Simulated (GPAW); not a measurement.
# STM contrast on N/Cu(110)

Wanted: filled- and empty-state images of N/Cu(110), with its work function.

Calculated with GPAW 26.7.0; GPAW, PAW setups; slab in vacuum, relaxation, in the first sound run; inputs show where later runs differ.

## (1) Set-up

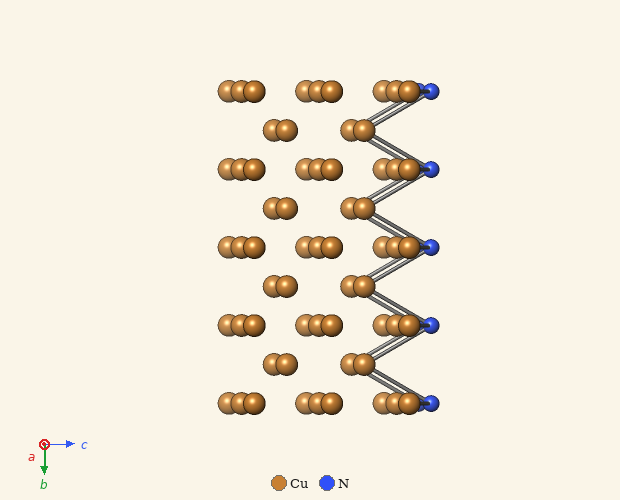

The cell as given, from the side, with the c axis across the page (copper orange, nitrogen blue). 2×4×1 cells are drawn. Some periodic images of atoms are drawn too.

The cell holds 6 atoms: 5 Cu and 1 N. Its edges and angles: a = 3.610 Å, b = 2.553 Å, c = 20.034 Å, α = 90.0°, β = 90.0°, γ = 90.0°. Vacuum lies along c.

As a file:

```cif
data_structure
_symmetry_space_group_name_H-M 'P 1'
_symmetry_Int_Tables_number 1
_cell_length_a 3.6100
_cell_length_b 2.5527
_cell_length_c 20.0342
_cell_angle_alpha 90.000
_cell_angle_beta 90.000
_cell_angle_gamma 90.000
_cell_volume 184.62
loop_
_atom_site_label
_atom_site_type_symbol
_atom_site_fract_x
_atom_site_fract_y
_atom_site_fract_z
_atom_site_occupancy
Cu1 Cu 0.00000 0.00000 0.34940 1
Cu2 Cu 0.50000 0.50000 0.41311 1
Cu3 Cu 0.00000 0.00000 0.47682 1
Cu4 Cu 0.50000 0.50000 0.54052 1
Cu5 Cu 0.00000 0.00000 0.60423 1
N6 N 0.50000 0.00000 0.65060 1
```

## (2) Relaxation

Forces are removed first; all later runs use this geometry. The lowest 3 atoms are held at bulk positions and keep their forces.

The input, run.py:

```python
import json
import numpy as np
from ase import Atoms
from ase.constraints import FixAtoms
from ase.optimize import BFGS
from gpaw import GPAW, PW

slab = Atoms(
    ['Cu', 'Cu', 'Cu', 'Cu', 'Cu', 'N'],
    positions=[
        [0.00000, 0.00000, 7.00000],
        [1.80500, 1.27633, 8.27633],
        [0.00000, 0.00000, 9.55266],
        [1.80500, 1.27633, 10.82898],
        [0.00000, 0.00000, 12.10531],
        [1.80500, 0.00000, 13.03422]],
    cell=[[3.61, 0.0, 0.0], [0.0, 2.55266, 0.0], [0.0, 0.0, 20.03422]],
    pbc=[True, True, False])

slab.calc = GPAW(mode=PW(500), xc='PBE', kpts={'size': (9, 12, 1), 'gamma': True},
                 occupations={'name': 'fermi-dirac', 'width': 0.1}, nbands='160%',
                 convergence={'density': 1e-05}, maxiter=200,
                 poissonsolver={'dipolelayer': 'xy'},
                 symmetry={'tolerance': 1e-3, 'extra_ids': [1, 1, 1, 0, 0, 0]}, txt='slab.txt')
result = {}
slab.set_constraint(FixAtoms([0, 1, 2]))
path = []
opt = BFGS(slab, maxstep=0.2)
opt.attach(lambda: path.append((slab.get_potential_energy(), slab.positions.tolist(), slab.get_forces().tolist())))
result['relaxed'] = bool(opt.run(fmax=0.03, steps=40))
result['path'] = path
energy = slab.get_potential_energy()
fermi = slab.calc.get_fermi_level()
v = slab.calc.get_electrostatic_potential().mean((0, 1)) - fermi
n = slab.calc.get_pseudo_density().mean((0, 1))
L = slab.cell[2, 2]
z = np.arange(len(v)) * L / len(v)
low, high = slab.positions[:, 2].min(), slab.positions[:, 2].max()
below, above = np.interp([low - 4.8, high + 4.8], z, v)
slopes = [np.interp(x, z, np.gradient(v, z)) for x in (low - 4.8, high + 4.8)]
eps = np.array([[slab.calc.get_eigenvalues(k, s) for k in range(len(slab.calc.get_ibz_k_points()))]
                for s in range(slab.calc.get_number_of_spins())]) - fermi
top, bottom = eps[eps < 0].max(), eps[eps > 0].min()
dipole = slab.get_dipole_moment()[2]
print(f'energy {energy:.4f} eV, Fermi level {fermi:.4f} eV, dipole {dipole:.5f} e A')
print(f'potential 4.8 A off the faces, from the Fermi level: lower {below:.4f} eV, upper {above:.4f} eV')
print(f'slope of the potential there: lower {slopes[0]:.5f}, upper {slopes[1]:.5f} eV/A')
print(f'nearest levels on the mesh: {top:.4f} and {bottom:.4f} eV')
print('magnetic moment', round(slab.get_magnetic_moment(), 3))
result.update(energy=energy, fermi=fermi, dipole=dipole, below=below, above=above, slopes=slopes, edges=[top, bottom],
              z=z.tolist(), v=v.tolist(), n=n.tolist(), positions=slab.positions.tolist(),
              forces=slab.get_forces(apply_constraint=False).tolist(), moments=slab.get_magnetic_moments().tolist())
json.dump(result, open('result.json', 'w'))
```

Run with:

```
> OMP_NUM_THREADS=1 OPENBLAS_NUM_THREADS=1 python run.py
```

What it wrote:

```text
Step          Energy          fmax
BFGS:    0      -21.890721        2.291326
BFGS:    1      -22.018293        2.154626
BFGS:    2      -22.607193        1.502227
BFGS:    3      -22.910015        0.664958
BFGS:    4      -22.956954        0.481437
BFGS:    5      -22.960087        0.387547
BFGS:    6      -22.973892        0.158838
BFGS:    7      -22.981998        0.104368
BFGS:    8      -22.982501        0.021935
energy -22.9469 eV, Fermi level -0.0861 eV, dipole -0.03808 e A
potential 4.8 A off the faces, from the Fermi level: lower 4.2886 eV, upper 5.0287 eV
slope of the potential there: lower -0.00096, upper -0.00034 eV/A
nearest levels on the mesh: -0.0059 and 0.0465 eV
magnetic moment 0.0
```

The job ended after 24 min (1 thread of Arm Neoverse V2, shared host; peak memory 0.35 GiB).

The steps of the relaxation:

```csv
step,energy less that of the first step (eV),largest force (eV/Å)
1,0.0000,2.2913
2,-0.1278,2.1546
3,-0.7232,1.5022
4,-1.0294,0.6650
5,-1.0770,0.4814
6,-1.0798,0.3875
7,-1.0927,0.1588
8,-1.1014,0.1044
9,-1.1020,0.0219
```

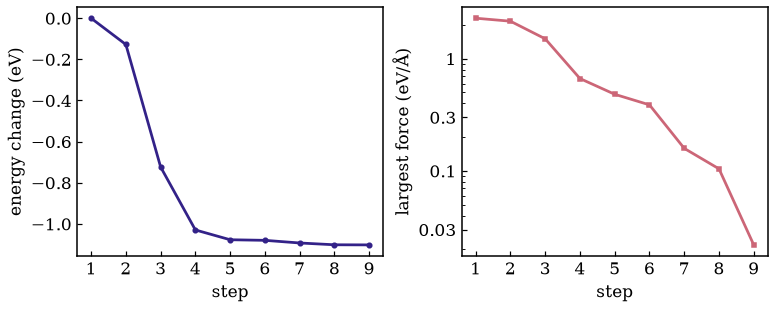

Energy and largest force along the relaxation.

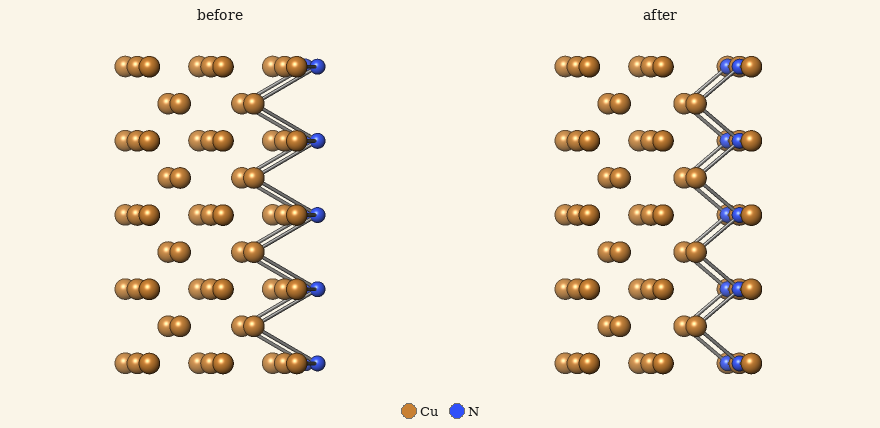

The structure before and after the relaxation, drawn at the same scale.

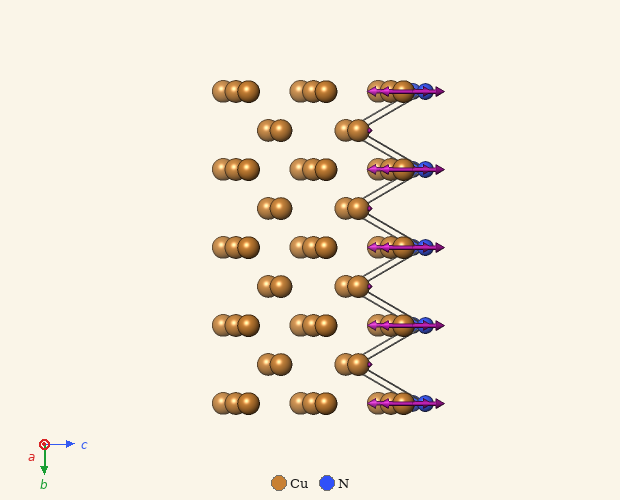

Displacements in the relaxation, exaggerated; the longest in the cell stands for 0.62 Å. 2×4×1 cells are drawn. Some periodic images of atoms are drawn too.

The atoms that moved most (Å):

| atom | dx | dy | dz | length |
| --- | --- | --- | --- | --- |
| N6 | 0.000 | 0.000 | -0.620 | 0.620 |
| Cu5 | 0.000 | 0.000 | 0.510 | 0.510 |
| Cu4 | 0.000 | 0.000 | 0.077 | 0.077 |

Final coordinates:

```
Cu N
1.0
     3.61000    0.00000    0.00000
     0.00000    2.55266    0.00000
     0.00000    0.00000   20.03422
Cu N
5 1
Direct
  0.00000 0.00000 0.34940
  0.50000 0.50000 0.41311
  0.00000 0.00000 0.47682
  0.50000 0.50000 0.54436
  0.00000 0.00000 0.62966
  0.50000 0.00000 0.61964
```

Numbers from this step:

```yaml
dipole_along_the_normal: -0.03808 e·Å
levels_nearest_the_fermi_level_on_the_mesh: -0.005921, 0.04647 eV from the Fermi level
upper_work_function: 5.029 eV
lower_work_function: 4.289 eV
```

The electrostatic potential energy of an electron (without an applied field's), less the Fermi level, planar mean oscillates, so the rows of the table below give means over windows of 1.34 Å about each position, cut where the curve ends. Its maxima inside the range that stand out by 2 % of the span (Å: eV): 7.6: -5.01, 8.9: -5.27, 10.2: -4.48, 11.6: -2.07. Its minima: 7.1: -10.4, 8.3: -11.1, 9.5: -11.0, 10.9: -11.1, 12.5: -20.9.

The electrostatic potential energy of an electron (without an applied field's), less the Fermi level, planar mean by z; means over each step:

```
z (Å)  electrostatic potential energy of an electron (without an applied field's), less the Fermi level, planar mean (eV)
 0.67                                                                                                                4.34
 2.01                                                                                                                4.29
 3.35                                                                                                                4.28
 4.69                                                                                                                4.18
 6.03                                                                                                               0.982
 7.37                                                                                                               -7.67
 8.71                                                                                                               -8.14
10.05                                                                                                               -7.62
11.39                                                                                                               -6.21
12.73                                                                                                               -11.0
14.07                                                                                                                4.11
15.41                                                                                                                5.01
16.75                                                                                                                5.03
18.09                                                                                                                5.03
19.43                                                                                                                4.99
```

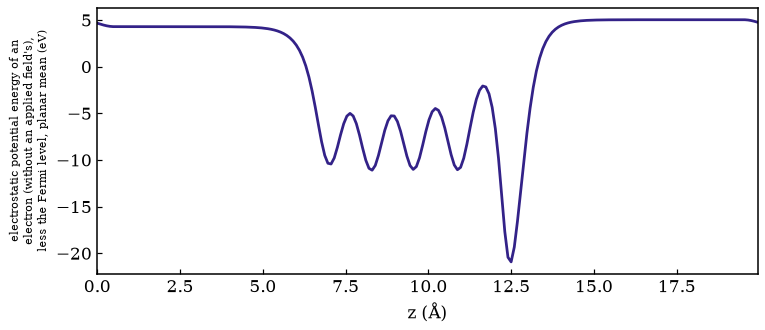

Electrostatic potential energy of an electron (without an applied field's), less the Fermi level, planar mean against z.

The pseudo valence density, planar mean oscillates, so the rows of the table below give means over windows of 2 Å about each position, cut where the curve ends. Its maxima inside the range that stand out by 2 % of the span (Å: e/Å³): 7.1: 1.50, 8.2: 1.51, 9.5: 1.56, 10.9: 1.52, 12.6: 1.95. Its minima: 7.6: 0.459, 9.0: 0.467, 10.3: 0.415, 11.6: 0.359.

The pseudo valence density, planar mean by z; means over each step:

```csv
z (Å),"pseudo valence density, planar mean (e/Å³)"
2,6.9e-6
4,0.00109
6,0.304
8,0.911
10,0.935
12,0.986
14,0.118
16,3.1e-4
18,0
```

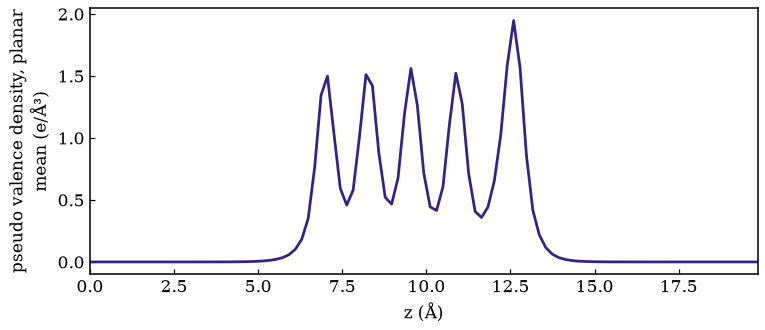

Pseudo valence density, planar mean, plotted against z.

The relaxation lowered the energy of the cell by 1.10 eV (energies extrapolated to zero smearing; the optimiser's log prints free energies). The largest force left on a free atom is 0.022 eV/Å.

## (3) The slab's potential

With the geometry fixed, the planar mean of the potential gives the vacuum level on each side.

This step: GPAW, PAW setups; slab in vacuum (GPAW 26.7.0).

Edit run.py of step 2 so:

```diff
@@ -3,4 +3,3 @@
 from ase import Atoms
-from ase.constraints import FixAtoms
-from ase.optimize import BFGS
+from ase.dft.stm import STM
 from gpaw import GPAW, PW
@@ -13,5 +12,5 @@
         [0.00000, 0.00000, 9.55266],
-        [1.80500, 1.27633, 10.82898],
-        [0.00000, 0.00000, 12.10531],
-        [1.80500, 0.00000, 13.03422]],
+        [1.80500, 1.27633, 10.90591],
+        [0.00000, -0.00000, 12.61483],
+        [1.80500, -0.00000, 12.41402]],
     cell=[[3.61, 0.0, 0.0], [0.0, 2.55266, 0.0], [0.0, 0.0, 20.03422]],
@@ -23,10 +22,4 @@
                  poissonsolver={'dipolelayer': 'xy'},
-                 symmetry={'tolerance': 1e-3, 'extra_ids': [1, 1, 1, 0, 0, 0]}, txt='slab.txt')
+                 symmetry={'tolerance': 1e-3}, txt='slab.txt')
 result = {}
-slab.set_constraint(FixAtoms([0, 1, 2]))
-path = []
-opt = BFGS(slab, maxstep=0.2)
-opt.attach(lambda: path.append((slab.get_potential_energy(), slab.positions.tolist(), slab.get_forces().tolist())))
-result['relaxed'] = bool(opt.run(fmax=0.03, steps=40))
-result['path'] = path
 energy = slab.get_potential_energy()
@@ -52,2 +45,16 @@
               forces=slab.get_forces(apply_constraint=False).tolist(), moments=slab.get_magnetic_moments().tolist())
+
+# Images need the states of the whole zone, up to time reversal
+slab.calc = slab.calc.fixed_density(symmetry={'point_group': False}, txt='states.txt', nbands='250%',
+                                    convergence={'bands': 'CBM+1.3'})
+stm = STM(slab)
+result['stm'] = []
+for bias in [-1.0, 1.0]:
+    height = high + 3.0
+    current = stm.get_averaged_current(bias, height)
+    x, y, h = stm.scan(bias, current)
+    i, f = divmod(height / L * stm.ldos.shape[2], 1)
+    I = abs((1 - f) * stm.ldos[:, :, int(i)] + f * stm.ldos[:, :, int(i) + 1])
+    print(f'bias {bias} V: mean current at 3.0 A {current:.4e}, corrugation {np.ptp(h):.4f} A')
+    result['stm'].append(dict(bias=bias, current=current, h=(h - high).tolist(), I=I.tolist()))
 json.dump(result, open('result.json', 'w'))
```

What it wrote:

```text
energy -22.9469 eV, Fermi level -0.0860 eV, dipole -0.03818 e A
potential 4.8 A off the faces, from the Fermi level: lower 4.2884 eV, upper 5.0287 eV
slope of the potential there: lower -0.00087, upper -0.00036 eV/A
nearest levels on the mesh: -0.0059 and 0.0464 eV
magnetic moment 0.0
bias -1.0 V: mean current at 3.0 A 3.1939e-05, corrugation 0.3496 A
bias 1.0 V: mean current at 3.0 A 3.6741e-05, corrugation 0.3888 A
```

Wall time 6.8 min (1 thread); peak memory 0.77 GiB.

Numbers from this step:

```yaml
dipole_along_the_normal: -0.03818 e·Å
levels_nearest_the_fermi_level_on_the_mesh: -0.005936, 0.04644 eV from the Fermi level
lower_work_function: 4.288 eV
corrugation_minus_1: 0.3496 Å
corrugation_1: 0.3888 Å
```

The electrostatic potential energy of an electron (without an applied field's), less the Fermi level, planar mean oscillates, so the rows of the table below give means over windows of 1.34 Å about each position, cut where the curve ends. Its maxima inside the range that stand out by 2 % of the span (Å: eV): 7.6: -5.01, 8.9: -5.27, 10.2: -4.48, 11.6: -2.07. Its minima: 7.1: -10.4, 8.3: -11.1, 9.5: -11.0, 10.9: -11.1, 12.5: -20.9.

Table of electrostatic potential energy of an electron (without an applied field's), less the Fermi level, planar mean by z; means over each step:

(Unchanged from step 2.)

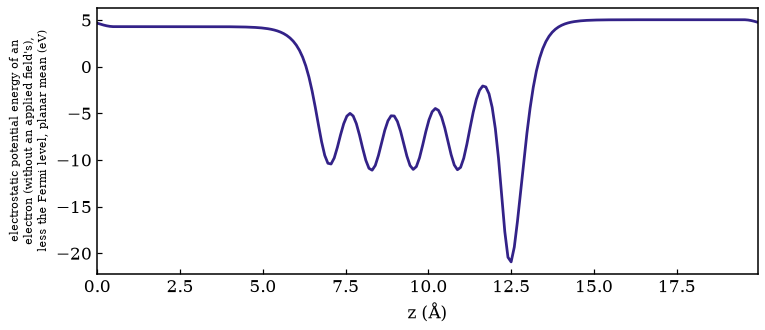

Electrostatic potential energy of an electron (without an applied field's), less the Fermi level, planar mean against z.

The pseudo valence density, planar mean oscillates, so the rows of the table below give means over windows of 2 Å about each position, cut where the curve ends. Its maxima inside the range that stand out by 2 % of the span (Å: e/Å³): 7.1: 1.50, 8.2: 1.51, 9.5: 1.56, 10.9: 1.52, 12.6: 1.95. Its minima: 7.6: 0.459, 9.0: 0.467, 10.3: 0.415, 11.6: 0.359.

The pseudo valence density, planar mean by z; means over each step:

```csv
z (Å),"pseudo valence density, planar mean (e/Å³)"
2,6.7e-6
4,0.00109
6,0.304
8,0.911
10,0.935
12,0.986
14,0.118
16,3.1e-4
18,0
```

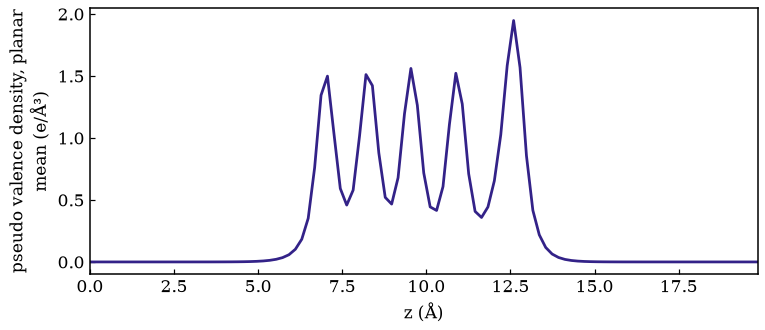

Pseudo valence density, planar mean against z.

(Continued in part 2 of 2.)

[Logs are printed without paths, hosts, clocks, repeated set-up lines and the standing remarks that a program may print on its own settings, such as how far it seeks lower states.]

[Hosts, paths, dates, database ids (printed as entryN), source tags and the programs' standing remarks are cut or masked in the printed files.]
